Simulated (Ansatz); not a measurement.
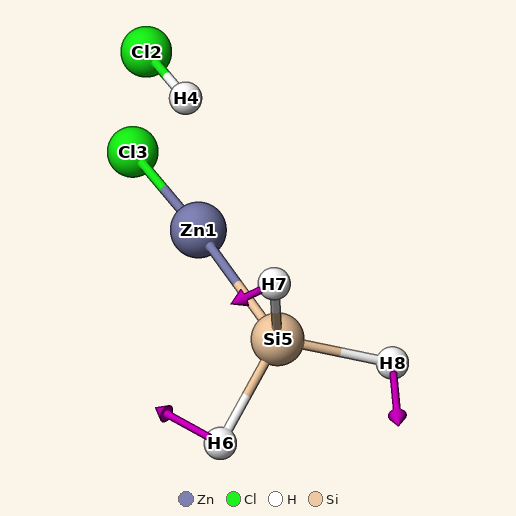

The arrows show one normal mode. Harmonic vibrations computed with RKS PBE0-D4/def2-TZVP (Ansatz 0.2.0) at a stationary point of the same level.

Question: What kind of motion is it?

Answer: Mostly H–Si–Zn bending.

Question: At what wavenumber does it lie?

Answer: 455 cm⁻¹; it is mode 10 of 18 counted from the lowest.
